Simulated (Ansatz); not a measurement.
**SiHCl3 (trichlorosilane) at B3LYP/STO-3G**

Aim: the electronic atomisation energy of SiHCl3 (trichlorosilane) at B3LYP/STO-3G, from 4 runs. 

Program for the calculation: Ansatz 0.2.0.

56 further runs of the same task are left out: 10 that didn't finish, 46 set aside as unsound or not needed.

## (1) Starting point

SiHCl3: 5 atoms, total charge 0, spin state singlet. As SMILES, `Cl[SiH](Cl)Cl`. Geometry: relaxed at PBE0-D4/def2-TZVP.

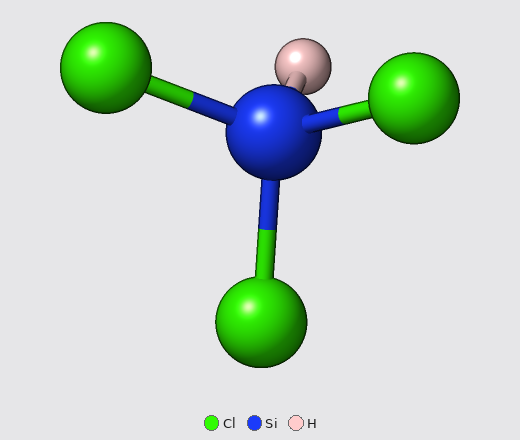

Viewed from a chosen angle; chlorine green, silicon blue, hydrogen pink.

## (2) The energy at B3LYP/STO-3G

in.yaml

```yaml
basis:
  gaussian:
    orbitals: STO-3G
crystal:
  periodic: [false, false, false]
  atoms:
    - {symbol: Cl, position_ang: [1.690930, -0.571430, 0.891880]}
    - {symbol: Si, position_ang: [-0.081300, -0.012690, 0.075440]}
    - {symbol: Cl, position_ang: [0.017700, 1.933700, -0.491290]}
    - {symbol: Cl, position_ang: [-0.476020, -1.170520, -1.544190]}
    - {symbol: H, position_ang: [-1.151310, -0.179060, 1.068150]}
magnetization:
  spin_polarized: false
hamiltonian:
  xc: {name: B3LYP}
accuracy: high
```

Command:

```
ansatz run in.yaml --threads 1 --pin off --max-ram 3480MiB --events-out events.jsonl --progress --plain --runs-dir runs
```

What it wrote:

```text
Warning: RAYON_NUM_THREADS=1 ignored (pool sized by the plan → 1); use --threads N
Functional definition: B3LYP
  name "B3LYP"
  parameter a0 = 0.2
  parameter ax = 0.72
  parameter ac = 0.81
  exchange = (1 - a0 - ax)*slater_x + ax*b88_x + a0*exact_x
  correlation = (1 - ac)*vwn_rpa_c + ac*lyp_c
712 factors; integrals over basis functions are off by at most 2.0e-8 eV
mean field evaluation 1: about -44960.3690 eV, gradient 3.2e1 eV
mean field evaluation 2: about -44960.8909 eV, gradient 3.2e1 eV
mean field evaluation 4: about -44964.6878 eV, gradient 1.4e-1 eV
mean field evaluation 8: about -44964.6804 eV, gradient 7.2e-5 eV
mean field -44964.68036212 eV, -1652.4215251527 hartree, gradient 5.6e-9 eV, S^2 0.000000; 0 other end points of the search recorded, 0 dependent functions left out
reference -44964.68039301 eV, -1652.4215262880 hartree; 33, 33 occupied and 4, 4 virtual orbitals, 712 factors
Total energy: -44964.68039301 eV, -1652.4215262880 hartree
```

It took 2.2 s on 1 thread of Arm Neoverse V2, shared host; peak memory 0.13 GiB.

## (3) The Cl atom at the same level

in.yaml

```yaml
crystal:
  periodic: [false, false, false]
  atoms:
    - {symbol: Cl, position_ang: [0.000000, 0.000000, 0.000000]}
basis:
  gaussian:
    orbitals: STO-3G
magnetization:
  spin_polarized: true
  initial_magnetization: 1
hamiltonian:
  xc: {name: B3LYP}
accuracy: high
```

Run the same way, it converges to -455.11819 Eh (log not shown).

## (4) The H atom, same level

job.yaml

```yaml
crystal:
  periodic: [false, false, false]
  atoms:
    - {symbol: H, position_ang: [0.000000, 0.000000, 0.000000]}
basis:
  gaussian:
    orbitals: STO-3G
accuracy: high
hamiltonian:
  xc: {name: B3LYP}
magnetization:
  spin_polarized: true
  initial_magnetization: 1
```

Run the same way, it converges to -0.46753 Eh (log not shown).

## (5) The Si atom at the same level

run.yaml

```yaml
crystal:
  periodic: [false, false, false]
  atoms:
    - {symbol: Si, position_ang: [0.000000, 0.000000, 0.000000]}
basis:
  gaussian:
    orbitals: STO-3G
accuracy: high
magnetization:
  spin_polarized: true
  initial_magnetization: 2
hamiltonian:
  xc: {name: B3LYP}
```

Command:

```
ansatz run run.yaml --threads 1 --pin off --max-ram 3480MiB --events-out events.jsonl --progress --plain --runs-dir runs
```

What it wrote:

```text
Warning: RAYON_NUM_THREADS=1 ignored (pool sized by the plan → 1); use --threads N
Functional definition: B3LYP
  name "B3LYP"
  parameter a0 = 0.2
  parameter ax = 0.72
  parameter ac = 0.81
  exchange = (1 - a0 - ax)*slater_x + ax*b88_x + a0*exact_x
  correlation = (1 - ac)*vwn_rpa_c + ac*lyp_c
42 factors; integrals over basis functions are off by at most 2.5e-9 eV
mean field evaluation 1: about -7780.8809 eV, gradient 2.5e-1 eV
mean field evaluation 2: about -7780.8810 eV, gradient 1.3e-2 eV
mean field evaluation 4: about -7780.8806 eV, gradient 8.4e-4 eV
mean field evaluation 8: about -7780.8806 eV, gradient 5.0e-9 eV
mean field -7780.88062209 eV, -285.9420887916 hartree, gradient 5.0e-9 eV, S^2 2.000001; 0 other end points of the search recorded, 0 dependent functions left out
reference -7780.88064237 eV, -285.9420895369 hartree; 8, 6 occupied and 1, 3 virtual orbitals, 42 factors
Total energy: -7780.88064237 eV, -285.9420895369 hartree
```

Wall time 0.34 s (1 thread of Arm Neoverse V2, shared host).

## (6) Outcome

Level: B3LYP/STO-3G.

```
                     quantity           value
       molecule: total energy  -1652.42153 Eh
        Cl atom: total energy   -455.11819 Eh
                Cl atom: ⟨S²⟩           0.750
         H atom: total energy     -0.46753 Eh
                 H atom: ⟨S²⟩           0.750
        Si atom: total energy   -285.94209 Eh
                Si atom: ⟨S²⟩           2.000
electronic atomisation energy       17.887 eV
```

In words: Taking the molecule apart into free atoms costs 17.89 eV (412 kcal/mol), before zero-point energy and without spin-orbit coupling. In a minimal basis such a difference can be off by several eV, whatever the method.
